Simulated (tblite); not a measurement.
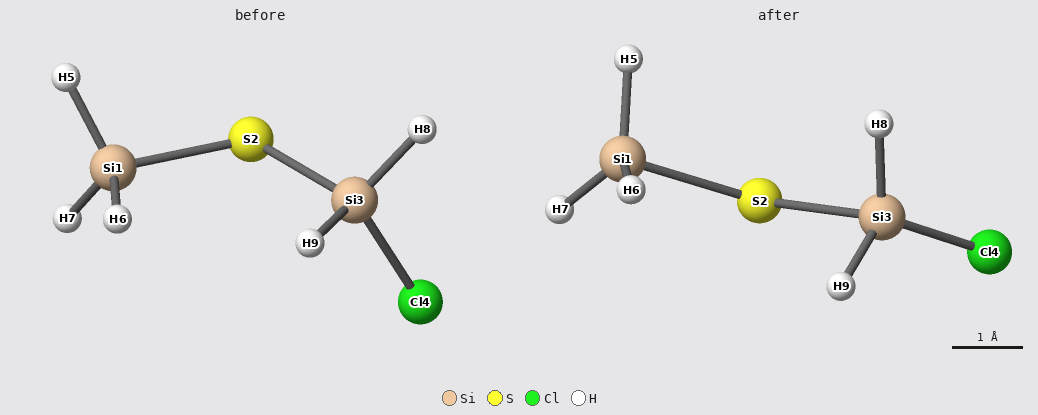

The structure of Si2H5SCl (charge +1, multiplicity 2) before (left) and after (right) a relaxation, at one scale.

A ball-and-stick model, seen from a free direction.

Method: GFN2-xTB geometry optimisation, gas phase in tblite. 

> Summarise the run.

The energy falls by 36.0 kJ/mol in 99 geometry steps. The largest move after the best rigid fit is that of Cl4, 1.02 Å. Largest moves by element: Cl 1.02 Å, H 0.91 Å, S 0.90 Å, Si 0.27 Å. Near-neighbour distances that change, for instance: Si3–Cl4 2.087 → 1.953 Å, S2–Si3 2.172 → 2.283 Å, Si1–S2 2.132 → 2.238 Å, Si1–H5 1.479 → 1.460 Å. Bond angles that change, for instance: S2–Si3–H8 111.2° → 97.2°, S2–Si3–H9 110.4° → 97.8°, Cl4–Si3–H9 109.7° → 118.5°. Groups turn about S2–Si3 by about 65°, Si1–S2 by about 25°.
